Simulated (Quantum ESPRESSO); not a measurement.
**LaCrGe3: parallel and opposed starts**

Wanted: the moments of LaCrGe3 and the energy of each order that was tried.

Program: Quantum ESPRESSO 7.5. Level of theory: LDA; plane waves with GBRV 1.5 LDA potentials, no spin-orbit coupling. Results are calculated unless marked as measured.

**Measured values to reproduce.**

“Suppression of ferromagnetism in the LaVxCr1-xGe3 system” (2013, arxiv:1305.7258) quotes from earlier work for LaCrGe3, hexagonal perovskite type (powder): moment (previously reported ordered moment per Cr) 1.22 μB [literature value quoted from an earlier neutron study].

## Step 1: The starting structure

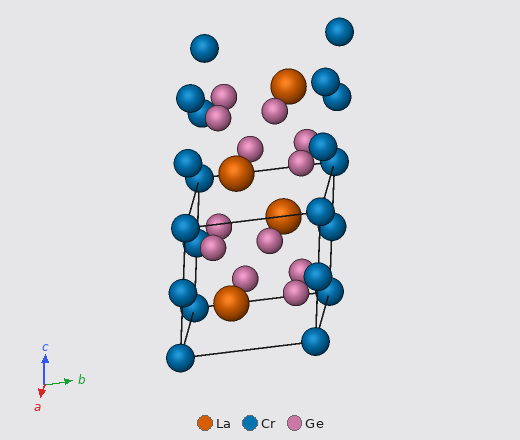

Start, viewed slightly off an axis; lanthanum orange, chromium blue, germanium pink. 1×1×2 cells are drawn. Some periodic images of atoms are drawn too.

The cell comes from the Crystallography Open Database.

## Step 2: Run 1, typed as ferro ++

The signs are those of the starting moments on the seeded atoms, the atoms that are given a moment.

Contents of pw.in:

```
&CONTROL
  calculation = 'scf'
  prefix = 'pwscf'
  outdir = './tmp'
  pseudo_dir = './pseudo'
  disk_io = 'nowf'
/
&SYSTEM
  ibrav = 0
  celldm(1) = 8
  nat = 10
  ntyp = 3
  ecutwfc = 40
  ecutrho = 280
  nbnd = 86
  occupations = 'smearing'
  smearing = 'fd'
  degauss = 0.00734986
  nspin = 2
  starting_magnetization(1) = 0
  starting_magnetization(2) = 0.1786
  starting_magnetization(3) = 0
/
&ELECTRONS
  conv_thr = 2d-08
  electron_maxstep = 150
  mixing_beta = 0.3
/
ATOMIC_SPECIES
La    138.9055 la_lda_v1.uspp.F.UPF
Cr     51.9961 cr_lda_v1.5.uspp.F.UPF
Ge     72.6300 ge_lda_v1.4.uspp.F.UPF
CELL_PARAMETERS alat
   1.4646322328912    0.0000000000000    0.0000000000000
  -0.7323161164456    1.2684087208794    0.0000000000000
   0.0000000000000    0.0000000000000    1.3620201043240
ATOMIC_POSITIONS crystal
La      0.3333333333    0.6666666667    0.7500000000
La      0.6666666667    0.3333333333    0.2500000000
Cr      0.0000000000    0.0000000000    0.0000000000
Cr      0.0000000000    0.0000000000    0.5000000000
Ge      0.1933500000    0.3867000000    0.2500000000
Ge      0.8066500000    0.1933500000    0.7500000000
Ge      0.6133000000    0.8066500000    0.2500000000
Ge      0.8066500000    0.6133000000    0.7500000000
Ge      0.1933500000    0.8066500000    0.2500000000
Ge      0.3867000000    0.1933500000    0.7500000000
K_POINTS automatic
6 6 6 0 0 0
```

On the command line:

```sh
OMP_NUM_THREADS=1 mpirun -n 4 pw.x -nk 4 -in pw.in > pw.out
```

The log of the run:

```text
Program PWSCF v.7.5 starts

     Message from routine setup:
     using ibrav=0 with symmetry is DISCOURAGED, use correct ibrav instead

     K-points division:     npool     =       4
     Subspace diagonalization in iterative solution of the eigenvalue problem:

     G-vector sticks info
     --------------------
     sticks:   dense  smooth     PW     G-vecs:    dense   smooth      PW
     Sum        2653    1519    433               102491    44245    6863

     Using Slab Decomposition

     bravais-lattice index     =            0
     lattice parameter (alat)  =       8.0000  a.u.
     unit-cell volume          =    1295.5115 (a.u.)^3
     number of atoms/cell      =           10
     number of atomic types    =            3
     number of electrons       =       134.00
     number of Kohn-Sham states=           86
     kinetic-energy cutoff     =      40.0000  Ry
     charge density cutoff     =     280.0000  Ry
     scf convergence threshold =      2.0E-08
     mixing beta               =       0.3000
     number of iterations used =            8  plain     mixing
     Exchange-correlation=  SLA  PZ   NOGX NOGC
                           (   1   1   0   0   0   0   0)

     celldm(1)=   8.000000  celldm(2)=   0.000000  celldm(3)=   0.000000
     celldm(4)=   0.000000  celldm(5)=   0.000000  celldm(6)=   0.000000

     crystal axes: (cart. coord. in units of alat)
               a(1) = (   1.464632   0.000000   0.000000 )
               a(2) = (  -0.732316   1.268409   0.000000 )
               a(3) = (   0.000000   0.000000   1.362020 )

     reciprocal axes: (cart. coord. in units 2 pi/alat)
               b(1) = (  0.682765  0.394195 -0.000000 )
               b(2) = (  0.000000  0.788389  0.000000 )
               b(3) = (  0.000000 -0.000000  0.734204 )

     PseudoPot. # 1 for La read from file:
     la_lda_v1.uspp.F.UPF
     Pseudo is Ultrasoft + core correction, Zval = 11.0
     Generated by new atomic code, or converted to UPF format
     Using radial grid of  995 points,  8 beta functions with:
                l(1) =   0
                l(2) =   0
                l(3) =   1
                l(4) =   1
                l(5) =   2
                l(6) =   2
                l(7) =   3
                l(8) =   3
     Q(r) pseudized with  8 coefficients,  rinner =    1.700   1.700   1.700
                                                       1.700   1.700   1.700
                                                       1.700

     PseudoPot. # 2 for Cr read from file:
     cr_lda_v1.5.uspp.F.UPF
     Pseudo is Ultrasoft + core correction, Zval = 14.0
     Generated by new atomic code, or converted to UPF format
     Using radial grid of  857 points,  6 beta functions with:
                l(1) =   0
                l(2) =   0
                l(3) =   1
                l(4) =   1
                l(5) =   2
                l(6) =   2
     Q(r) pseudized with  8 coefficients,  rinner =    0.950   0.950   0.950
                                                       0.950   0.950

     PseudoPot. # 3 for Ge read from file:
     ge_lda_v1.4.uspp.F.UPF
     Pseudo is Ultrasoft + core correction, Zval = 14.0
     Generated by new atomic code, or converted to UPF format
     Using radial grid of  873 points,  6 beta functions with:
                l(1) =   0
                l(2) =   0
                l(3) =   1
                l(4) =   1
                l(5) =   2
                l(6) =   2
     Q(r) pseudized with  8 coefficients,  rinner =    1.400   1.400   1.400
                                                       1.400   1.400

     atomic species   valence    mass     pseudopotential
     La               11.00   138.90550     La( 1.00)
     Cr               14.00    51.99610     Cr( 1.00)
     Ge               14.00    72.63000     Ge( 1.00)

     Starting magnetic structure
     atomic species   magnetization
     La              0.000
     Cr              0.179
     Ge              0.000

     24 Sym. Ops., with inversion, found (12 have fractional translation)

   Cartesian axes

     site n.     atom                  positions (alat units)
         1        La     tau(   1) = (  -0.0000000   0.8456058   1.0215151  )
         2        La     tau(   2) = (   0.7323161   0.4228029   0.3405050  )
         3        Cr     tau(   3) = (   0.0000000   0.0000000   0.0000000  )
         4        Cr     tau(   4) = (   0.0000000   0.0000000   0.6810101  )
         5        Ge     tau(   5) = (  -0.0000000   0.4904937   0.3405050  )
         6        Ge     tau(   6) = (   1.0398523   0.2452468   1.0215151  )
         7        Ge     tau(   7) = (   0.3075362   1.0231619   0.3405050  )
         8        Ge     tau(   8) = (   0.7323161   0.7779151   1.0215151  )
         9        Ge     tau(   9) = (  -0.3075362   1.0231619   0.3405050  )
        10        Ge     tau(  10) = (   0.4247800   0.2452468   1.0215151  )

     number of k points=    28  Fermi-Dirac smearing, width (Ry)=  0.0073
                       cart. coord. in units 2pi/alat
        k(    1) = (   0.0000000   0.0000000   0.0000000), wk =   0.0046296
        k(    2) = (   0.0000000   0.0000000   0.1223673), wk =   0.0092593
        k(    3) = (   0.0000000   0.0000000   0.2447345), wk =   0.0092593
        k(    4) = (   0.0000000   0.0000000  -0.3671018), wk =   0.0046296
        k(    5) = (   0.0000000   0.1313982   0.0000000), wk =   0.0277778
        [... 23 further k-points ...]

     Dense  grid:   102491 G-vectors     FFT dimensions: (  64,  64,  60)

     Smooth grid:    44245 G-vectors     FFT dimensions: (  48,  48,  48)

     Check: negative core charge=   -0.000002
     Generating pointlists ...
     new r_m :   0.3034 (alat units)  2.4269 (a.u.) for type    1
     new r_m :   0.2463 (alat units)  1.9704 (a.u.) for type    2
     new r_m :   0.2463 (alat units)  1.9704 (a.u.) for type    3

     Initial potential from superposition of free atoms

     starting charge     131.9384, renormalised to     134.0000

     negative rho (up, down):  8.545E-02 8.501E-02
     Starting wfcs are  114 randomized atomic wfcs

     Self-consistent Calculation

     iteration #  1     ecut=    40.00 Ry     beta= 0.30
     Davidson diagonalization with overlap
     ethr =  1.00E-02,  avg # of iterations =  2.0

     negative rho (up, down):  8.104E-02 8.138E-02

     total energy              =   -1827.01743104 Ry
     estimated scf accuracy    <      18.13424142 Ry

     total magnetization       =     1.96 Bohr mag/cell
     absolute magnetization    =     2.34 Bohr mag/cell

     iteration #  2     ecut=    40.00 Ry     beta= 0.30
     Davidson diagonalization with overlap
     ethr =  1.00E-02,  avg # of iterations =  5.5

     negative rho (up, down):  2.555E-02 2.608E-02

     total energy              =   -1831.96889870 Ry
     estimated scf accuracy    <      56.18832518 Ry

     total magnetization       =     0.08 Bohr mag/cell
     absolute magnetization    =     0.19 Bohr mag/cell

     iteration #  3     ecut=    40.00 Ry     beta= 0.30
     Davidson diagonalization with overlap
     ethr =  1.00E-02,  avg # of iterations =  5.9

     negative rho (up, down):  4.432E-02 4.472E-02

     total energy              =   -1833.86042113 Ry
     estimated scf accuracy    <      12.35259247 Ry

     total magnetization       =     0.83 Bohr mag/cell
     absolute magnetization    =     1.24 Bohr mag/cell

     [... further iterations left out ...]

     iteration # 15     ecut=    40.00 Ry     beta= 0.30
     Davidson diagonalization with overlap
     ethr =  1.86E-09,  avg # of iterations =  4.3

     negative rho (up, down):  5.545E-02 5.369E-02

     total energy              =   -1834.26717684 Ry
     estimated scf accuracy    <       0.00000931 Ry

     total magnetization       =     2.59 Bohr mag/cell
     absolute magnetization    =     3.58 Bohr mag/cell

     iteration # 16     ecut=    40.00 Ry     beta= 0.30
     Davidson diagonalization with overlap
     ethr =  1.86E-09,  avg # of iterations =  4.8

     negative rho (up, down):  5.547E-02 5.369E-02

     total energy              =   -1834.26717884 Ry
     estimated scf accuracy    <       0.00000047 Ry

     total magnetization       =     2.60 Bohr mag/cell
     absolute magnetization    =     3.59 Bohr mag/cell

     iteration # 17     ecut=    40.00 Ry     beta= 0.30
     Davidson diagonalization with overlap
     ethr =  3.50E-10,  avg # of iterations =  2.9

     negative rho (up, down):  5.547E-02 5.369E-02

     total energy              =   -1834.26717877 Ry
     estimated scf accuracy    <       0.00000054 Ry

     total magnetization       =     2.60 Bohr mag/cell
     absolute magnetization    =     3.60 Bohr mag/cell

     iteration # 18     ecut=    40.00 Ry     beta= 0.30
     Davidson diagonalization with overlap
     ethr =  3.50E-10,  avg # of iterations =  3.9

     negative rho (up, down):  5.548E-02 5.370E-02

     Magnetic moment per site  (integrated on atomic sphere of radius R)
     atom   1 (R=0.303)  charge=  8.3352  magn= -0.0432
     atom   2 (R=0.303)  charge=  8.3352  magn= -0.0432
     atom   3 (R=0.246)  charge= 12.2501  magn=  1.4048
     atom   4 (R=0.246)  charge= 12.2501  magn=  1.4048
     atom   5 (R=0.246)  charge= 12.0298  magn= -0.0286
     atom   6 (R=0.246)  charge= 12.0298  magn= -0.0286
     atom   7 (R=0.246)  charge= 12.0298  magn= -0.0286
     atom   8 (R=0.246)  charge= 12.0298  magn= -0.0286
     atom   9 (R=0.246)  charge= 12.0298  magn= -0.0286
     atom  10 (R=0.246)  charge= 12.0298  magn= -0.0286

     End of self-consistent calculation

     [... lines left out ...]
     the Fermi energy is    13.0759 ev

!    total energy              =   -1834.26717884 Ry
     estimated scf accuracy    <       0.00000001 Ry
     smearing contrib. (-TS)   =      -0.01051210 Ry
     internal energy E=F+TS    =   -1834.25666674 Ry

     The total energy is F=E-TS. E is the sum of the following terms:
     one-electron contribution =    -942.63688898 Ry
     hartree contribution      =     583.98414020 Ry
     xc contribution           =    -486.25946540 Ry
     ewald contribution        =    -989.34445256 Ry

     total magnetization       =     2.60 Bohr mag/cell
     absolute magnetization    =     3.60 Bohr mag/cell

     convergence has been achieved in  18 iterations

=------------------------------------------------------------------------------=
   JOB DONE.
=------------------------------------------------------------------------------=
```

Wall time 2.4 min (4 MPI ranks of AMD EPYC 9R45, shared host); peak memory 1.8 GiB; 9.5 min of CPU time.

Spin moment in the atom's sphere by atom:

| atom | spin moment in the atom's sphere (μB) |
| --- | --- |
| La1 | -0.04 |
| La2 | -0.04 |
| Cr3 | 1.40 |
| Cr4 | 1.40 |
| Ge5 | -0.03 |
| Ge6 | -0.03 |
| Ge7 | -0.03 |
| Ge8 | -0.03 |
| Ge9 | -0.03 |
| Ge10 | -0.03 |

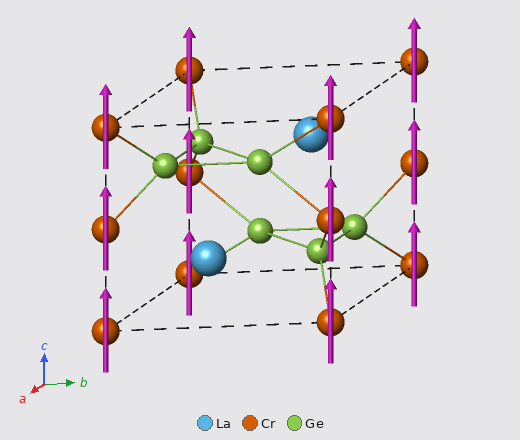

Spin moment in the atom's sphere as arrows, the longest 1.40 μB. Up and down stand for the sign. Arrows give size and sign along the axis of quantisation, drawn up and down the page. Bonds to atoms that aren't drawn are left out. Some periodic images of atoms are drawn too.

Numbers from this step:

| Item | Value |
| --- | --- |
| smearing term TS | 0.1430 eV |
| magnetization | 2.597 μB |
| absolute magnetization | 3.596 μB |
| final state | ferromagnetic |

(Part 1 of 3 ends here.)

[Logs and program files are shortened in this print: banners, set-up blocks, solver, clock and traceback lines can be left out without a mark of their own.]

[Logs are printed without paths, hosts, clocks, repeated set-up lines and the standing remarks that a program may print on its own settings, such as how far it seeks lower states.]

[Hosts, paths, dates, database ids (printed as entryN), source tags and the programs' standing remarks are cut or masked in the printed files.]

[Where a cell is said to come from a database of computed structures, the database is the Materials Project.]
